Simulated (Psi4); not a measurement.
# GeNH4Cl (SMILES [NH2][GeH2][Cl]): HSE06/cc-pVDZ

Aim: the vertical ionisation energy of GeNH4Cl at HSE06/cc-pVDZ, from 2 runs. 

The calculation is run with Psi4 1.11.

1 further run of the same task is left out (set aside as unsound or not needed).

## (1) The molecule

GeNH4Cl has 7 atoms, charge 0, and is taken as a singlet. As SMILES, `[NH2][GeH2][Cl]`. Geometry: relaxed at PBE0-D4/def2-TZVP. This is one conformer, not always the lowest.

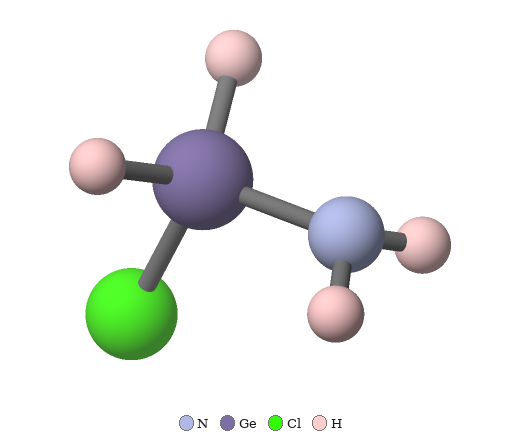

Viewed from a chosen angle; nitrogen light blue, germanium purple, chlorine green, hydrogen pink.

## (2) Energy and forces at HSE06/cc-pVDZ

Contents of clgeh4n.in:

```
memory 1600 MB

molecule {
  0 1
  N     -0.792900     0.515500    -0.722700
  Ge     0.579900     0.003300     0.353200
  Cl     0.394500    -2.054600     1.034500
  H     -1.700900     0.526800    -0.279600
  H     -0.858900     0.014700    -1.597700
  H      0.559300     0.864900     1.617200
  H      1.880200     0.061300    -0.450600
  symmetry c1
}

set {
  basis cc-pVDZ
  reference rks
  puream true
  e_convergence 1e-09
  d_convergence 1e-08
  scf_type pk
  dft_radial_points 99
  dft_spherical_points 590
}

result, w = gradient("hse06", return_wfn=True)
oeprop(w, "LOWDIN_CHARGES", "DIPOLE", "QUADRUPOLE")
print_variables()
```

The run is started by

```
$ psi4 clgeh4n.in clgeh4n.out -n 1
```

clgeh4n.out:

```text
[...]
  Running in c1 symmetry.
[...]
  Nuclear repulsion =  274.823479780225739
[...]
  Multiplicity = 1
[...]
  Nalpha       = 30
  Nbeta        = 30
[...]
    Number of basis functions: 79
[...]
   @RKS iter   1: -2593.17522662838610   -2.85239e+00   1.55924e-02 ADIIS/DIIS
[...]
   @RKS iter  11: -2593.92273805000377   -2.72848e-12   4.47582e-09 DIIS
[...]
    Orbital Energies [Eh]
    ---------------------
    Doubly Occupied:
       1A   -399.162079     2A   -101.678465     3A    -49.971330
       4A    -44.446389     5A    -44.445247     6A    -44.445159
       7A    -14.378424     8A     -9.489114     9A     -7.219604
      10A     -7.213478    11A     -7.213278    12A     -6.324498
      13A     -4.478161    14A     -4.474749    15A     -4.473855
      16A     -1.269001    17A     -1.267917    18A     -1.265187
      19A     -1.262932    20A     -1.262695    21A     -0.865186
      22A     -0.803720    23A     -0.558288    24A     -0.493477
      25A     -0.401154    26A     -0.367979    27A     -0.367071
      28A     -0.307259    29A     -0.295867    30A     -0.269011
[...]
  @RKS Final Energy: -2593.92273805000377
   => Energetics <=
    Nuclear Repulsion Energy =            274.8234797802257390
    One-Electron Energy =               -4154.3618010015079562
    Two-Electron Energy =                1373.5671473077215978
    DFT Exchange-Correlation Energy =     -87.9515641364428973
    Empirical Dispersion Energy =           0.0000000000000000
    VV10 Nonlocal Energy =                  0.0000000000000000
    Total Energy =                      -2593.9227380500037725
[...]
  -Total Gradient:
     Atom            X                  Y                   Z
    ------   -----------------  -----------------  -----------------
       1       -0.004628783451    -0.006898867329    -0.000339334195
       2       -0.000945742501    -0.002940180919     0.000504803360
       3        0.000230441978     0.006114051569    -0.002228245208
       4        0.005751163543     0.000935158646    -0.002785677647
       5        0.000761998180     0.004006787005     0.005093726908
       6       -0.000031053364    -0.000951145396    -0.000984989773
       7       -0.001145142845    -0.000287634193     0.000743652495
[...]
 Multipole Moments:
 ------------------------------------------------------------------------------------
     Multipole            Electronic (a.u.)      Nuclear  (a.u.)        Total (a.u.)
 ------------------------------------------------------------------------------------
 L = 1.  Multiply by 2.5417464519 to convert [e a0] to [Debye]
 Dipole X            :          3.2653348           -3.5654866           -0.3001517
 Dipole Y            :          0.5883561           -0.0182592            0.5700970
 Dipole Z            :          1.8567508           -2.2701227           -0.4133718
 Magnitude           :                                                    0.7654919
 L = 2.  Multiply by 1.3450342976 to convert [e a0^2] to [Debye ang]
 Quadrupole XX       :        -92.9692280           67.6638497          -25.3053783
 Quadrupole XY       :         25.8193835          -25.6221766            0.1972069
[...]
```

Wall time 1.9 min (1 thread of Intel Xeon 6975P-C (Granite Rapids), shared host); peak memory 1.4 GiB.

## (3) The doublet cation: a single-point energy at UHSE06/cc-pVDZ

Contents of clgeh4n.dat:

```
memory 1.6 GB

molecule molecule1 {
  1 2
  N     -1.49836384     0.97415382    -1.36570507
  Ge     1.09585218     0.00623610     0.66745127
  Cl     0.74549696    -3.88263130     1.95492168
  H     -3.21423517     0.99550772    -0.52836742
  H     -1.62308577     0.02777897    -3.01921543
  H      1.05692382     1.63442413     3.05606509
  H      3.55306306     0.11584021    -0.85151059
  units au
  symmetry c1
}

set {
  reference            uks
  puream               true
  e_convergence        1e-09
  d_convergence        1e-08
  scf_type             pk
  dft_radial_points    99
  dft_spherical_points 590
  maxiter              100
}

e, wfn = energy('hse06/cc-pVDZ', return_wfn=True)
print_variables()
```

The run is started by

```
$ psi4 -n 1 clgeh4n.dat clgeh4n.out
```

clgeh4n.out:

```text
[...]
  Running in c1 symmetry.
[...]
  Nuclear repulsion =  274.823479614782116
[...]
  Multiplicity = 2
[...]
  Nalpha       = 30
  Nbeta        = 29
[...]
    Number of basis functions: 79
[...]
   @UKS iter   1: -2592.72420366824917   -2.40137e+00   1.60585e-02 DIIS/ADIIS
[...]
   @UKS iter  16: -2593.55507593133416   -1.81899e-12   9.34811e-09 DIIS
[...]
   @S^2 Observed:                7.618782561E-01
[...]
    Orbital Energies [Eh]
    ---------------------
    Alpha Occupied:
       1A   -399.388913     2A   -101.924780     3A    -50.198999
       4A    -44.673978     5A    -44.673384     6A    -44.672041
       7A    -14.728698     8A     -9.733891     9A     -7.467811
      10A     -7.458951    11A     -7.455625    12A     -6.552526
      13A     -4.706717    14A     -4.704379    15A     -4.699321
      16A     -1.500472    17A     -1.497005    18A     -1.491245
      19A     -1.490548    20A     -1.489505    21A     -1.193912
      22A     -1.043272    23A     -0.808888    24A     -0.797507
      25A     -0.673748    26A     -0.647474    27A     -0.579813
      28A     -0.575672    29A     -0.537875    30A     -0.512983
    Alpha Virtual:
[...]
  @UKS Final Energy: -2593.55507593133416
   => Energetics <=
    Nuclear Repulsion Energy =            274.8234796147821157
    One-Electron Energy =               -4139.7989655434093947
    Two-Electron Energy =                1359.0999520290311011
    DFT Exchange-Correlation Energy =     -87.6795420317381371
    Empirical Dispersion Energy =           0.0000000000000000
    VV10 Nonlocal Energy =                  0.0000000000000000
    Total Energy =                      -2593.5550759313341587
[...]
 Multipole Moments:
 ------------------------------------------------------------------------------------
     Multipole            Electronic (a.u.)      Nuclear  (a.u.)        Total (a.u.)
 ------------------------------------------------------------------------------------
 L = 1.  Multiply by 2.5417464519 to convert [e a0] to [Debye]
 Dipole X            :          2.3191180           -3.5654866           -1.2463685
 Dipole Y            :          1.0600262           -0.0182592            1.0417670
 Dipole Z            :          1.0691314           -2.2701227           -1.2009912
 Magnitude           :                                                    2.0201715
[...]
```

Wall time 55 s (1 thread of Intel Xeon 6975P-C (Granite Rapids), shared host); peak memory 1.4 GiB.

## (4) Summary of results

Level: HSE06/cc-pVDZ.

```
                                          quantity           value
                     singlet GeNH4Cl: total energy  -2593.92274 Eh
                    singlet GeNH4Cl: dipole moment          1.95 D
                      singlet GeNH4Cl: HOMO energy        -7.32 eV
                      singlet GeNH4Cl: LUMO energy         0.13 eV
                    singlet GeNH4Cl: HOMO–LUMO gap         7.45 eV
         singlet GeNH4Cl: largest force on an atom      0.428 eV/Å
                      doublet cation: total energy  -2593.55508 Eh
doublet cation: HOMO energy (highest over α and β)       -13.86 eV
 doublet cation: LUMO energy (lowest over α and β)       -12.63 eV
                              doublet cation: ⟨S²⟩           0.762
vertical ionisation energy (to the doublet cation)       10.005 eV
```

**Reading.** The vertical ionisation energy comes to 10.00 eV (965 kJ/mol). The largest force (singlet GeNH4Cl) is 0.43 eV/Å: the shape isn't a stationary point for this species at this level. −ε(HOMO) before ionisation, 7.32 eV, is 2.68 eV below this ionisation energy.
